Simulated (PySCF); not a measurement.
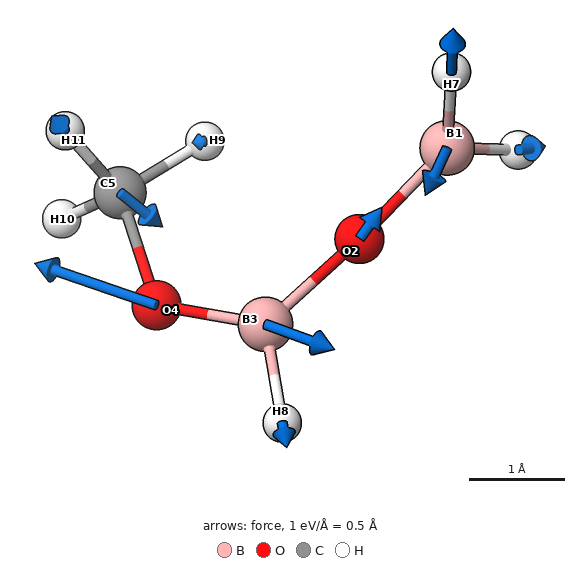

Starting geometry of CH6B2O2 with the computed forces as blue arrows. The picture is a ball-and-stick view, seen from a free direction.

The start comes from GFN2-xTB. Its atoms were then displaced at random by about 0.01 Å.

Level of theory: PBE0-D3(BJ)/def2-SVP geometry optimisation, gas phase in PySCF. 

Question: Is this structure relaxed? If not, where do the atoms go?

Answer: It isn't relaxed: the largest force vector, on an O atom, is 3.03 eV/Å. The final displacements have little in common with the starting forces (cosine between the two patterns 0.19). The atom that moves furthest after the best rigid fit is an H atom (0.16 Å). Largest moves by element: H 0.16 Å, O 0.11 Å, B 0.08 Å, C 0.07 Å. Near-neighbour distances that change, for instance: B–H 1.161 → 1.212 Å, B–O 1.301 → 1.347 Å, B–H 1.183 → 1.205 Å, C–H 1.083 → 1.102 Å. Among the angles between lasting bonds that change: B–O–B 175.8° → 173.7°. The energy falls by 0.147 eV in 10 geometry steps.
